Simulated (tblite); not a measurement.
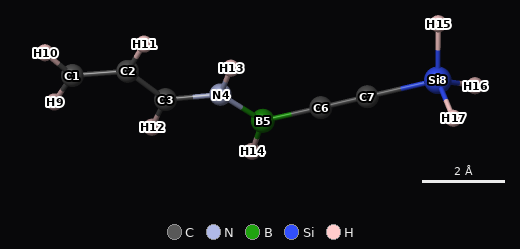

*The input geometry (ball-and-stick view, seen at a tilt; atoms are numbered from 1 in the order of the input).*

C$_{5}$H$_{9}$BNSi: frequency calculation

The run: frequency calculation of C$_{5}$H$_{9}$BNSi, multiplicity 2. Method and program: GFN2-xTB harmonic vibrations, gas phase (tblite 0.8.0).

It belongs to a series of runs on one base structure; here: H removed from sp3 C.

### What the program printed
```
mode    cm-1     km/mol
  1     -21.8      0.12
  2      45.8      0.02
  3      65.6      1.47
  4     122.4      0.77
  5     151.5      1.63
  6     196.3      0.02
  7     213.8      0.39
  8     245.2      2.65
  9     343.7      0.42
 10     356.4      5.36
 11     381.4      1.09
 12     528.0      1.70
 13     533.7     89.13
 14     539.2     87.65
 15     564.4      0.13
 16     627.9     12.75
 17     705.3     91.81
 18     723.6     15.51
 19     776.0     25.91
 20     788.6    339.37
 21     791.9    185.18
 22     792.6    627.53
 23     837.9     26.60
 24     945.5      3.81
 25     965.6     11.93
 26     980.2     31.75
 27    1069.2     71.93
 28    1160.7     19.79
 29    1229.4      1.54
 30    1256.5     51.85
 31    1271.9     36.18
 32    1315.5     11.34
 33    1397.0     60.85
 34    1483.8      2.10
 35    1528.6     69.20
 36    2217.6    190.23
 37    2220.9    389.45
 38    2232.0    384.55
 39    2249.3    257.68
 40    2623.7    140.65
 41    3029.5     40.06
 42    3098.2     22.70
 43    3120.4     16.62
 44    3155.8     39.56
 45    3373.0      4.71
```

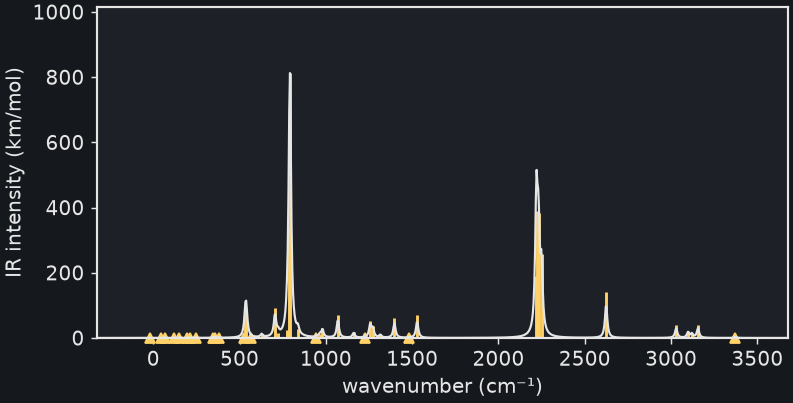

*Harmonic infrared spectrum, unscaled: sticks (degenerate modes added up, dark ones marked on the axis) with a Lorentzian envelope of 16 cm⁻¹ full width, scaled to the tallest stick; imaginary modes are drawn at negative wavenumbers.*

45 modes from 22i to 3373 cm⁻¹, 1 imaginary beyond 8i (22i cm⁻¹): not a clean minimum; so soft a mode can be a shallow saddle, an incomplete relaxation or noise of the force constants. The strongest line is at 792 cm⁻¹ (813 km/mol).

The run was set up as follows.

### Input file
```
{"job": {"kind": "ir", "xc": "GFN2-xTB", "basis": "xTB"}, "charge": 0, "multiplicity": 2}
C     -4.292556    -0.061824    -0.279064
C     -2.979449    -0.126741     0.064220
C     -1.949108     0.490741    -0.640508
N     -0.647435     0.405088    -0.273784
B      0.483861     0.974519    -0.895804
C      1.826923     0.700322    -0.267669
C      2.900221     0.461983     0.250572
Si     4.525267     0.086384     1.035624
H     -4.615169     0.489092    -1.144411
H     -5.048951    -0.558255     0.299717
H     -2.700511    -0.694608     0.945577
H     -2.161652     1.069425    -1.525970
H     -0.506108    -0.152186     0.562303
H      0.354061     1.625814    -1.861442
H      4.311668    -0.070906     2.479320
H      5.456242     1.187622     0.775673
H      5.035699    -1.164979     0.465735
```

The first line tells a small driver script what to run in tblite; the rest is the geometry in Å.

Launch command:
```bash
OMP_NUM_THREADS=1 python <driver script> task.json out
```

### Key numbers

```csv
quantity,value
outcome,converged
total energy,−573.5432 eV
zero-point energy,74.7030 kcal/mol
hardware,"1 CPU thread, shared host"
wall time,0.53 s
peak memory,0.18 GiB
```
